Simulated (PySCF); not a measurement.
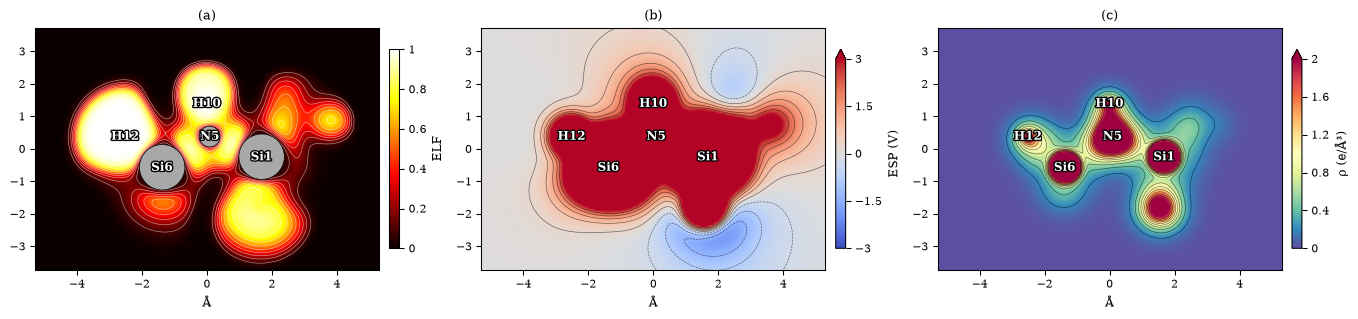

Figure 1: H7NO3Si2 ((OH)3Si-NH-SiH3). (a) electron localisation function; (b) electrostatic potential; (c) electron density on the plane of atoms Si1, N5 and H10. Grey discs cover the atomic cores in the ELF map.

Geometry: PBE0-D3(BJ)/def2-SVP.

Method: PBE0/pcSseg-1, SCF density, gas phase, non-relativistic in PySCF.

Input file:

```
{"job": {"kind": "nmr", "xc": "PBE0", "basis": "pcSseg-1"}, "charge": 0, "multiplicity": 1}
Si     0.196956    -0.788539    -0.662466
O     -0.743332    -1.518428     0.493622
O     -0.670787    -0.906113    -2.062594
O      1.649557    -1.503062    -0.974418
N      0.541406     0.789454    -0.079935
Si    -0.291348     1.604558     1.212954
H     -0.370528    -1.573384     1.378689
H     -1.623489    -0.808712    -1.979668
H      1.614265    -2.213419    -1.622340
H      1.328109     1.274776    -0.499823
H     -0.141019     0.895173     2.524733
H      0.298382     2.969665     1.344946
H     -1.757561     1.725932     0.948489
```

Launched as:

```sh
OMP_NUM_THREADS=1 python probes_run.py task.json out
```

Question: Read the bonding off the picture.

Answer:
- The plane passes through Si, N and H nuclei.
- Si–N (1.72 Å): the density is about 1.1 e/Å³ at the midpoint; the ELF peaks at about 0.90 between the atoms; a shared but strongly polarised pair.
- N–H (1.02 Å): ρ is about 2.7 e/Å³ halfway; the ELF climbs to about 1 towards the hydrogen, as it does in any bond to H; an ordinary covalent bond to hydrogen.
- Si–H (1.49 Å): the density is about 0.78 e/Å³ at the midpoint; the ELF climbs to about 1 towards the hydrogen.
- The ELF also peaks beside O2, away from the bonds: lone-pair regions.
- Outside the dense part of the molecule the potential is most negative (−1.8 V) near O2, which lies off the plane.
